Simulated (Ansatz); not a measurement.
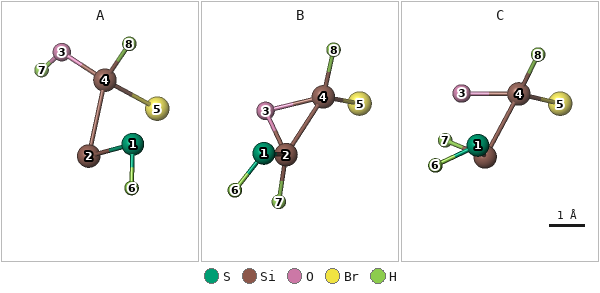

3 geometries from a converged minimum-energy path of Si₂H₃SOBr, shuffled. The picture is a ball-and-stick view, seen from a free direction.

All numbers below come from RKS B3LYP-D4/def2-SVP (Ansatz 0.2.0). Settings: 7 movable images; climbing image; force threshold 0.03 eV/Å; iteration limit 60; starting path through a guess of the saddle point.

> One of them is the converged climbing image. Which?

C. In order along the path, whose images run from 0 to 8: B (image 0, 0.0 kJ/mol), C (image 2, +213.4 kJ/mol), A (image 8, +34.6 kJ/mol). Breaking: Si2–H7 (1.48 → 1.60 at the top → 3.58 Å), Si2–O3 (1.73 → 2.29 at the top → 3.49 Å). Forming: O3–H7 (2.68 → 1.44 at the top → 0.97 Å).
